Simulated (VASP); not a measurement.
Band structure of TiB2 (AlB2 type). These are optB86b-vdW, VASP's PBE PAW potentials (set 64) (plane waves; VASP) values and carry that method's errors.

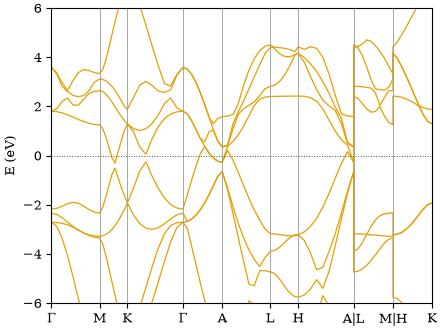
Figure: Bands along high-symmetry lines, zero at the valence-band maximum or, without a gap, the Fermi level

Task: Read the plot: is there a gap, and where are the band edges?

Result: It has no gap at this level: it comes out as a metal or semimetal. (Edges off the drawn lines would not show.)

The compound is TiB2 in the AlB2 type structure. It was relaxed first.
